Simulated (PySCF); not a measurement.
## Electronic structure of C5H6O in real space

```xyz
12

C     2.0591   -0.3343   -0.8491
C     1.0664   -0.6783   -0.0992
C     0.0519   -1.0078    0.6511
C    -1.1899   -0.2168    0.7639
C    -1.2375    1.0447   -0.0622
O    -2.1002   -0.5712    1.4760
H     2.8635    0.2812   -0.4801
H     2.1360   -0.6595   -1.8741
H     0.0780   -1.9109    1.2467
H    -1.1199    0.7986   -1.1151
H    -0.4199    1.7023    0.2245
H    -2.1863    1.5515    0.0915
```

Geometry: GFN2-xTB.

Method: PySCF 2.14.0, KT2/pcSseg-1, SCF density, in a water solvent model, non-relativistic.

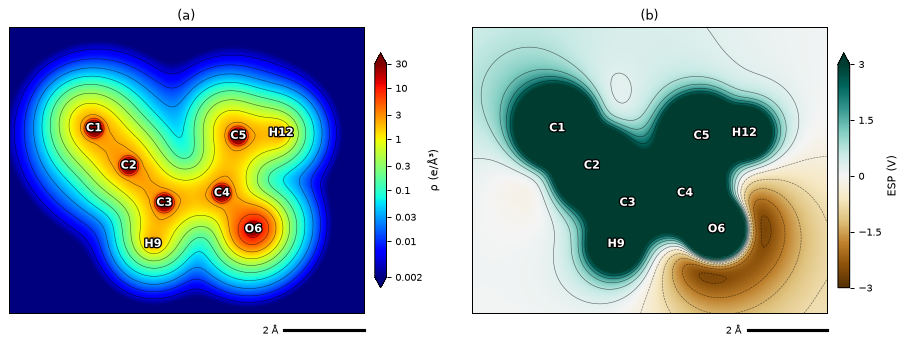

Figure 1. (a) total electron density; (b) molecular electrostatic potential on the plane of atoms C4, C5 and H12.

Interpret the plot.

The plane passes through C, O and H nuclei.
C–O (1.21 Å): ρ at the midpoint is about 3.3 e/Å³.
C–C (1.29 Å): ρ is about 2.4 e/Å³ halfway.
C–H (1.08 Å): ρ at the midpoint is about 2 e/Å³.
C–C (1.48 Å): the density is about 1.8 e/Å³ at the midpoint.
Outside the dense part of the molecule the potential is most negative (−2.6 V) near O6.

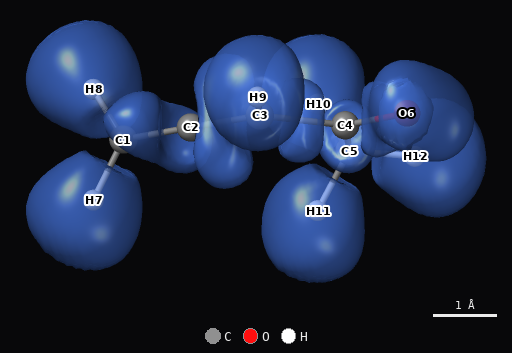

Figure 2. Isosurface of the electron localisation function at 0.75 (blue), seen from one side. Core shells and regions of very low density are left out.

What do the ELF domains correspond to?

The ELF exceeds this value in four regions between bonded C–C atoms (shared pairs), six regions around hydrogen nuclei and one region on O in which the atom's valence shell and bonds are merged.


C–O (1.21 Å): the ELF peaks at about 0.85 between the atoms (a multiple bond). C–C (1.29 Å): the ELF peaks at about 0.90 between the atoms: a short, multiple covalent bond.

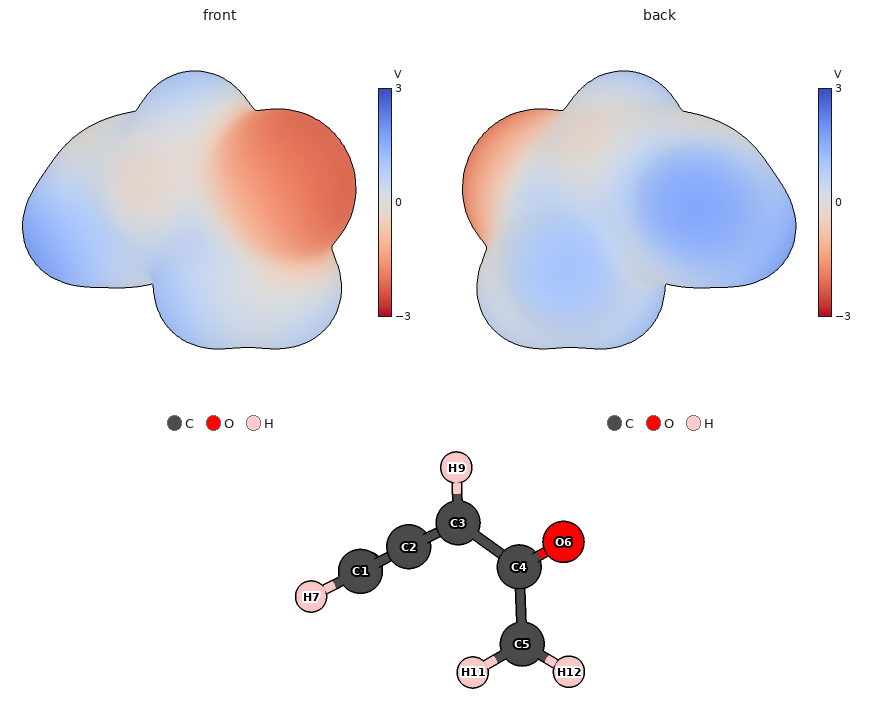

Figure 3. The electrostatic potential painted on the density surface at 0.002 e/bohr³, seen from the front and from behind; the colour scale runs from red (negative) to blue (positive). The bare structure is drawn below in the same view.

Where is the surface potential most negative and most positive?

The most negative region (about −2.1 V, or −48 kcal/mol for a unit charge) lies over O6, the most positive (about +1.6 V, or +37 kcal/mol for a unit charge) over H7 and H8. O6 is the likeliest acceptor of a hydrogen bond.
